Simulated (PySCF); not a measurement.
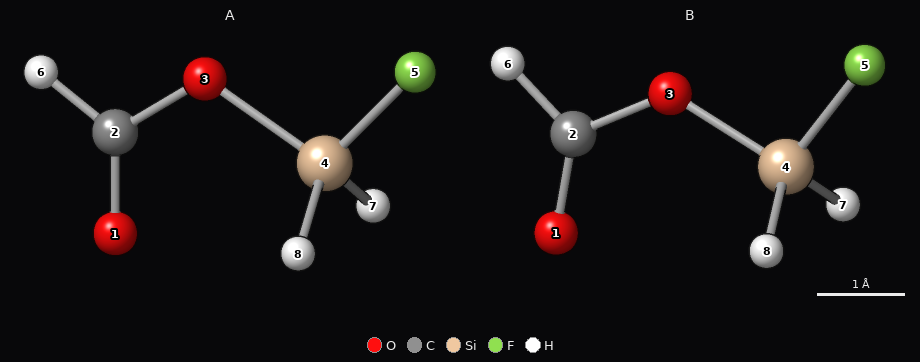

Two geometries of CH3FO2Si, drawn at one scale. One is the start of a relaxation, the other its converged end. Style: ball-and-stick. Shown at a tilt.

All numbers below come from PBE0-D3(BJ)/def2-SVP geometry optimisation, gas phase in PySCF. 

> Which geometry has the lower energy?

Structure A is the relaxed one. The start comes from GFN2-xTB. Its atoms were then displaced at random by about 0.01 Å. The energy falls by 0.227 eV in 9 geometry steps. The largest move after the best rigid fit is that of O1, 0.24 Å. By element the largest moves are O 0.24 Å, F 0.15 Å, H 0.14 Å, Si 0.04 Å, C 0.03 Å. Among the contacts that change: O3–Si4 1.605 → 1.711 Å, Si4–H8 1.453 → 1.478 Å, Si4–H7 1.455 → 1.478 Å, O1–C2 1.213 → 1.201 Å. Among the angles between lasting bonds that change: C2–O3–Si4 126.4° → 115.8°, O3–Si4–F5 99.4° → 102.5°, H7–Si4–H8 118.7° → 115.8°.
